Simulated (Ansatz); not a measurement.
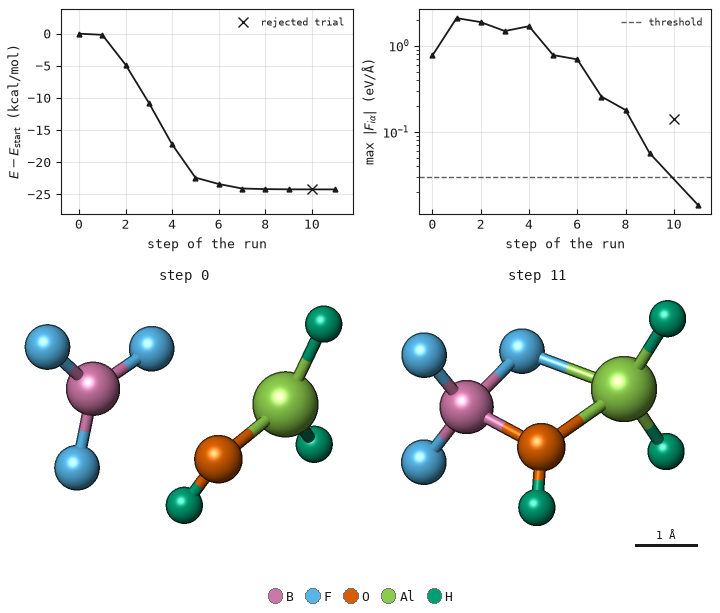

First and last geometry of a relaxation of AlBH$_{3}$OF$_{3}$, with the history of the run. Style: ball-and-stick. Shown face on.

The run prepares an end point of a later path (reaction) calculation, from a guessed geometry.

Theory: RKS BLYP-D4/def2-SVP in Ansatz 0.2.0. Set-up: no spin polarisation; force threshold 0.03 eV/Å; at most 50 steps.

Did the run converge, and what did it change?

Answer. It converged. The atom that moves furthest after the best rigid fit is the O atom (0.57 Å). By element the largest moves are O 0.57 Å, B 0.51 Å, F 0.44 Å, Al 0.39 Å, H 0.20 Å. Near-neighbour distances that change, for instance: B–O 2.596 → 1.531 Å, Al–F 2.483 → 1.868 Å, Al–B 3.116 → 2.578 Å, B–F 1.357 → 1.600 Å. New bonds form, among them: Al–F (2.48 → 1.87 Å), B–O (2.60 → 1.53 Å). Among the angles between lasting bonds that change: F–B–F 119.8° → 107.3°, O–Al–H 119.9° → 109.2°, F–B–F 119.0° → 108.6°. Groups turn about Al–O by about 45°. Over 10 accepted moves (11 points after the start) the energy falls by 24.2 kcal/mol. The largest force component goes from 0.77 to 0.014 eV/Å. The line search rejected the trial step at point 10 of the run.

```json
{"step": "0", "E − E(0), kcal/mol": "0.00", "largest force component, eV/Å": "0.7691", "note": ""}
{"step": "1", "E − E(0), kcal/mol": "-0.18", "largest force component, eV/Å": "2.0840", "note": ""}
{"step": "2", "E − E(0), kcal/mol": "-4.83", "largest force component, eV/Å": "1.8728", "note": ""}
{"step": "3", "E − E(0), kcal/mol": "-10.76", "largest force component, eV/Å": "1.4755", "note": ""}
{"step": "4", "E − E(0), kcal/mol": "-17.23", "largest force component, eV/Å": "1.6790", "note": ""}
{"step": "5", "E − E(0), kcal/mol": "-22.40", "largest force component, eV/Å": "0.7774", "note": ""}
{"step": "6", "E − E(0), kcal/mol": "-23.39", "largest force component, eV/Å": "0.6934", "note": ""}
{"step": "7", "E − E(0), kcal/mol": "-24.09", "largest force component, eV/Å": "0.2574", "note": ""}
{"step": "8", "E − E(0), kcal/mol": "-24.18", "largest force component, eV/Å": "0.1796", "note": ""}
{"step": "9", "E − E(0), kcal/mol": "-24.22", "largest force component, eV/Å": "0.0567", "note": ""}
{"step": "10", "E − E(0), kcal/mol": "-24.19", "largest force component, eV/Å": "0.1409", "note": "rejected"}
{"step": "11", "E − E(0), kcal/mol": "-24.23", "largest force component, eV/Å": "0.0143", "note": ""}
```
